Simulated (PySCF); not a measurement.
**C₆H₇B: electronic excitations**

What electronic excitations should C₆H₇B (`B[C@]1(C#C)[C@@H]2C[C@@H]21`) show?

Computed with PySCF 2.14.0, with density-fitted response routines of our own, on a single molecule in the gas phase. Atoms count from 0, in the outputs and in this text.

## (1) The starting structure

14 atoms, charge 0, multiplicity 1; geometry from: GFN2-xTB.

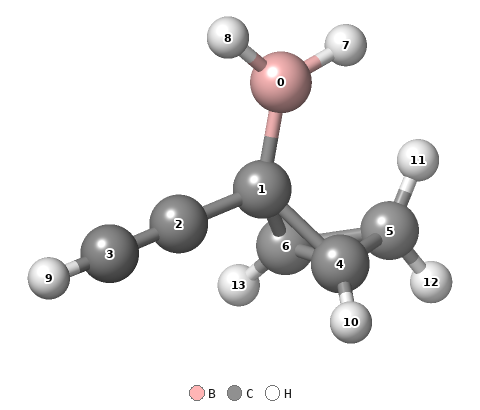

As it starts; boron pink, carbon grey, hydrogen white, atoms numbered.

## (2) TDDFT and polarisability: wB97X-D/def2-SVPD

What the job is given:

```
{"job": {"kind": "uv", "xc": "wB97X-D", "basis": "def2-SVPD", "nstates": 8, "ntriplets": 3}, "charge": 0, "multiplicity": 1}
B      0.077451     1.685615     0.658214
C      0.295425     0.236641     0.150244
C      1.649012    -0.255176     0.236727
C      2.769521    -0.674013     0.301868
C     -0.463627    -0.376725    -1.035905
C     -1.850108    -0.285585    -0.484951
C     -0.735285    -0.890876     0.305306
H     -0.969483     2.202006     0.649143
H      1.000157     2.279325     1.063582
H      3.756417    -1.023661     0.368038
H     -0.062841    -0.772036    -1.944545
H     -2.263463     0.671269    -0.202046
H     -2.583718    -0.969772    -0.895071
H     -0.620136    -1.827483     0.807229
```

Level: TDDFT wB97X-D/def2-SVPD, vertical, gas phase, core orbitals frozen in the response.

The run is started by

```
OMP_NUM_THREADS=1 python probes_run.py task.json out
```

The driver reads the jobs from task.json and runs them one after another.

Log:

```text
coarse grid: 11944 points
cycle   1  E = -257.1768443433  dE =  1.457e+00  |g| = 3.010e-01  |ddm| = 1.377e+01
cycle   2  E = -257.2009640589  dE = -2.412e-02  |g| = 1.597e-01  |ddm| = 1.863e+00
cycle   3  E = -257.2066689201  dE = -5.705e-03  |g| = 6.169e-02  |ddm| = 6.675e-01
cycle   4  E = -257.2074226242  dE = -7.537e-04  |g| = 3.381e-02  |ddm| = 3.069e-01
cycle   5  E = -257.2077106497  dE = -2.880e-04  |g| = 4.950e-03  |ddm| = 1.316e-01
cycle   6  E = -257.2077171306  dE = -6.481e-06  |g| = 1.610e-03  |ddm| = 2.669e-02
final grid: 116064 points
cycle   7  E = -257.2483835418  dE = -1.258e-04  |g| = 4.445e-03  |ddm| = 3.123e-01
cycle   8  E = -257.2483864751  dE = -2.933e-06  |g| = 3.525e-03  |ddm| = 3.639e-02
cycle   9  E = -257.2483892423  dE = -2.767e-06  |g| = 1.052e-03  |ddm| = 1.070e-02
cycle  10  E = -257.2483894845  dE = -2.422e-07  |g| = 5.501e-04  |ddm| = 4.004e-03
cycle  11  E = -257.2483895626  dE = -7.815e-08  |g| = 7.239e-05  |ddm| = 1.778e-03
cycle  12  E = -257.2483895654  dE = -2.785e-09  |g| = 2.174e-05  |ddm| = 3.991e-04
cycle  13  E = -257.2483895659  dE = -4.256e-10  |g| = 8.283e-06  |ddm| = 1.618e-04
converged SCF energy = -257.2483895659

Static polarisability (au): isotropic 76.822, principal 58.889 73.183 98.395

Singlet excitations
state   eV       nm        f      main configurations
  1   4.9086    252.6   0.00046   H->L 0.93
  2   5.6601    219.0   0.04289   H-1->L 0.98
  3   5.8719    211.1   0.00001   H-2->L 0.69, H-4->L 0.27
  4   6.4778    191.4   0.00000   H-4->L 0.53, H-2->L+2 0.16, H-2->L 0.16
  5   6.6356    186.8   0.00176   H->L+2 0.25, H-1->L+5 0.20, H-2->L+2 0.17
  6   6.7746    183.0   0.03341   H-1->L+2 0.58, H-2->L+5 0.16, H->L+5 0.12
  7   6.8396    181.3   0.00035   H-1->L+5 0.53, H->L+2 0.14, H-2->L+2 0.12
  8   7.4426    166.6   0.01392   H-3->L 0.96

Triplet excitations (Tamm-Dancoff, eV): 4.5063 5.1740 5.4450
```

Run time: 55 s. Hardware: 1 thread of Arm Neoverse N1, shared host; peak memory 0.81 GiB.

The orbitals next to the gap, with their largest atomic shares:

```tsv
orbital	eV	atoms
HOMO−3	-11.41	C5 34 %, C4 23 %, C6 22 %
HOMO−2	-9.90	C2 32 %, C3 32 %, C6 9 %
HOMO−1	-9.32	C3 36 %, C2 32 %, C1 11 %
HOMO	-9.27	C4 20 %, C6 20 %, C1 12 %
LUMO	0.43	B0 51 %, C1 12 %, H8 10 %
LUMO+1	2.21	B0 56 %, C3 8 %, C5 5 %
LUMO+2	2.52	C3 23 %, C2 22 %, C6 11 %
```

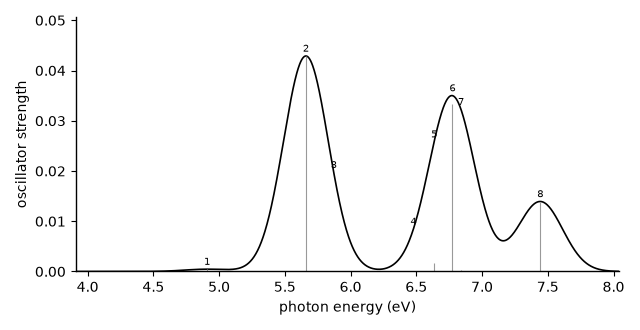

Absorption spectrum from the 8 singlet states computed; above the last one it falls off for lack of states. Lines are broadened to a width of 0.40 eV (Gaussian).

Further results of this job:

```tsv
property	computed
dipole moment (D)	1.43
polarisability (Å³)	11.38
HOMO–LUMO gap (eV)	9.70
−ε(HOMO) (eV)	9.27
```

## (3) What came out

| quantity | value |
| --- | --- |
| lowest singlet (wB97X-D/def2-SVPD) | 4.91 eV (253 nm), f = 0.000 |
| brightest single state of those computed | state 2, 5.66 eV, f = 0.043 |
| lowest triplet | 4.51 eV |

**Reading.** The first singlet state (HOMO→LUMO 0.93) lies at 4.91 eV and is dark; of the 8 states computed, the strongest absorption comes from state 2 at 5.66 eV. The lowest triplet lies 0.40 eV below the lowest singlet (triplets in Tamm-Dancoff, singlets in full TDDFT).
